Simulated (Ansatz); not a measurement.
# One shape, several levels: CH5Al (SMILES [CH3][AlH2])

We compute a comparison of 6 runs (HF/STO-3G, B2PLYP/STO-3G, BHLYP/STO-3G, r2SCAN/STO-3G, UMP2/STO-3G, CCSD(T)/STO-3G) of CH5Al. 

Program for the calculation: Ansatz 0.2.0.

43 further runs of the same task are left out: 1 that didn't finish, 42 set aside as unsound or not needed.

### 1 The structure to begin with

CH5Al has 7 atoms, charge 0, and is taken as a singlet. As SMILES, `[CH3][AlH2]`. The H4–C1 distance was set to 2.194 Å, away from the relaxed value. At this shape a bond of the SMILES string is far longer than usual.

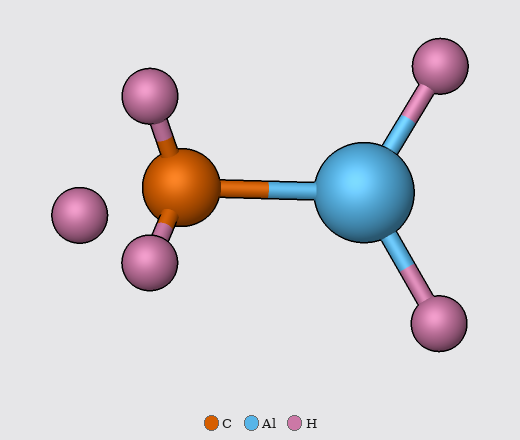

The structure, seen from a chosen angle (carbon orange, aluminium blue, hydrogen pink).

### 2 A single-point energy at HF/STO-3G (run 1)

The input, in.yaml:

```yaml
crystal:
  periodic: [false, false, false]
  atoms:
    - symbol: C
      position_ang: [0.237390, -1.084794, 0.407188]
    - symbol: Al
      position_ang: [1.248790, 0.389106, 1.187388]
    - symbol: H
      position_ang: [-0.377210, -1.608794, 1.143488]
    - symbol: H
      position_ang: [-1.134400, -0.306400, -1.118200]
    - symbol: H
      position_ang: [0.879290, -1.814694, -0.092912]
    - symbol: H
      position_ang: [0.701890, 1.160106, 2.466088]
    - symbol: H
      position_ang: [2.620690, 0.862406, 0.537288]
basis:
  gaussian:
    orbitals: STO-3G
hamiltonian:
  xc: hf
accuracy: high
```

On the command line:

```bash
$ ansatz run in.yaml --threads 1 --pin off --max-ram 2610MiB --events-out events.jsonl --progress --plain --runs-dir runs
```

Standard output:

```text
Warning: RAYON_NUM_THREADS=1 ignored (pool sized by the plan → 1); use --threads N
Functional definition: HF
  name "HF"
  exchange = exact_x
  correlation = 0
333 factors; integrals over basis functions are off by at most 9.6e-9 eV
mean field evaluation 1: about -7591.5303 eV, gradient 1.7e1 eV
mean field evaluation 2: about -7591.5410 eV, gradient 1.7e1 eV
mean field evaluation 4: about -7593.1559 eV, gradient 2.5e0 eV
mean field evaluation 8: about -7593.1930 eV, gradient 5.2e-5 eV
mean field evaluation 16: about -7579.9559 eV, gradient 1.9e1 eV
mean field evaluation 32: about -7593.1907 eV, gradient 2.5e-3 eV
mean field -7593.19065267 eV, -279.0446096362 hartree, gradient 1.2e-8 eV, S^2 0.000000; 1 other end points of the search recorded, 0 dependent functions left out
reference -7593.19065267 eV, -279.0446096362 hartree; 12, 12 occupied and 7, 7 virtual orbitals, 333 factors
Total energy: -7593.19065267 eV, -279.0446096362 hartree
```

Wall time 0.12 s (1 thread of Arm Neoverse V1, shared host).

### 3 A single-point energy at B2PLYP/STO-3G (run 2)

The input, job.yaml:

```yaml
crystal:
  periodic: [false, false, false]
  atoms:
    - {symbol: C, position_ang: [0.237390, -1.084794, 0.407188]}
    - {symbol: Al, position_ang: [1.248790, 0.389106, 1.187388]}
    - {symbol: H, position_ang: [-0.377210, -1.608794, 1.143488]}
    - {symbol: H, position_ang: [-1.134400, -0.306400, -1.118200]}
    - {symbol: H, position_ang: [0.879290, -1.814694, -0.092912]}
    - {symbol: H, position_ang: [0.701890, 1.160106, 2.466088]}
    - {symbol: H, position_ang: [2.620690, 0.862406, 0.537288]}
basis:
  gaussian: {orbitals: STO-3G}
hamiltonian: {xc: {name: B2PLYP}}
correlation: {frozen_orbitals: {Al: 5, C: 1, H: 0}}
accuracy: high
```

On the command line:

```bash
$ ansatz run job.yaml --threads 1 --pin off --max-ram 2610MiB --events-out events.jsonl --progress --plain --runs-dir runs
```

Standard output, cut to the lines that bear on the results:

```text
Warning: RAYON_NUM_THREADS=1 ignored (pool sized by the plan → 1); use --threads N
Functional definition: B2PLYP
  name "B2PLYP"
[...]
333 factors; integrals over basis functions are off by at most 9.6e-9 eV
[...]
mean field -7609.59908103 eV, -279.6476082563 hartree, gradient 4.7e-8 eV, S^2 0.000000; 0 other end points of the search recorded, 0 dependent functions left out; unrestricted orbitals would lower it
6 core orbitals not correlated: weight in the atoms' cores, before any rotation towards them, 0.999 or more for the frozen orbitals, at most 0.000 for the correlated occupied ones
reference -7609.59910098 eV, -279.6476089893 hartree; 6, 6 occupied and 7, 7 virtual orbitals, 333 factors
second order -5.44853460 eV of doubles, -0.00000000 eV of singles
Total energy: -7611.07020532 eV, -279.7016710767 hartree
```

Run time: 1.7 s. Hardware: 1 thread of Arm Neoverse V1, shared host; peak memory 0.1 GiB.

Runs 3 to 5 aren't shown in full; the table further down has their settings and results.

### 4 A single-point energy at CCSD(T)/STO-3G (run 6)

Changes to job.yaml since step 3:

```diff
@@ -11,5 +11,9 @@
 basis:
-  gaussian: {orbitals: STO-3G}
-hamiltonian: {xc: {name: B2PLYP}}
-correlation: {frozen_orbitals: {Al: 5, C: 1, H: 0}}
+  gaussian:
+    orbitals: STO-3G
+correlation:
+  method: ccsd_t
+  frozen_orbitals: {Al: 5, C: 1, H: 0}
 accuracy: high
+scf:
+  omitted_lower_state_checks: [cluster_reference, increment]
```

On the command line:

```bash
$ ansatz run job.yaml --threads 1 --pin off --max-ram 2610MiB --events-out events.jsonl --progress --plain --runs-dir runs
```

Standard output, cut to the lines that bear on the results:

```text
Warning: RAYON_NUM_THREADS=1 ignored (pool sized by the plan → 1); use --threads N
[... 2 set-up lines as earlier in the session ...]
[...]
333 factors; integrals over basis functions are off by at most 9.6e-9 eV
[...]
mean field -7593.19065267 eV, -279.0446096362 hartree, gradient 1.2e-8 eV, S^2 0.000000; 1 other end points of the search recorded, 0 dependent functions left out; unrestricted orbitals would lower it
6 core orbitals not correlated: weight in the atoms' cores, before any rotation towards them, 0.999 or more for the frozen orbitals, at most 0.000 for the correlated occupied ones
reference -7593.19065267 eV, -279.0446096362 hartree; 6, 6 occupied and 7, 7 virtual orbitals, 333 factors
second order -3.96201977 eV of doubles, -0.00000000 eV of singles
cycle   1  -4.38394262 eV  change    -1.3e0 eV  update   1.3e-1
[...]
cycle  25  -5.89208045 eV  change   8.0e-10 eV  update  3.3e-10
perturbative correction -0.09053379 eV, -0.0033270553 hartree
WARN: these amplitudes may be one of several solutions (largest doubles amplitude 0.46, level shift 4.92 eV)
Total energy: -7599.17326691 eV, -279.2644666543 hartree
Checks for a lower state left out: cluster_reference, increment
```

Wall time 0.16 s (1 thread of Arm Neoverse V1, shared host).

### 5 The series

```csv
run,level,frozen core orbitals,energy (Eh),wall time
1,HF/STO-3G,–,-279.044610,0.12 s
2,B2PLYP/STO-3G,6,-279.701671,1.7 s
3,BHLYP/STO-3G,–,-279.870086,1.4 s
4,r2SCAN/STO-3G,–,-279.866590,3.3 s
5,UMP2/STO-3G,6,-279.213448,0.18 s
6,CCSD(T)/STO-3G,6,-279.264467,0.16 s
```

### 6 Results

| quantity | value |
| --- | --- |
| run 6: total energy | -279.26447 Eh |
| run 6: correlation energy (6 core orbitals frozen) | -219.9 mEh |
| run 6: (T) correction | -3.33 mEh |
| run 6: T1 diagnostic | 0.019 |

What this shows: Below the HF energy at the same shape and in the same basis (STO-3G): UMP2 -168.8 mEh; CCSD(T) -219.9 mEh. Some of these start from another determinant than that one, so these aren't their correlation energies. Totals of different functionals can't be ranked against each other. In runs 2, 6 the log says that unrestricted orbitals would lower the reference, so the values rest on an unstable closed-shell determinant (other closed-shell runs at this shape may share the fault). In runs 1, 2, 3, 4, 5, 6 the basis is minimal, so the values are rough. Spin contamination of the reference: run 5 ⟨S²⟩ = 0.90. Where it is this large, the reference is a mixture of spin states, and values that rest on it are in doubt. All runs together took 6.8 s, the longest 3.3 s.
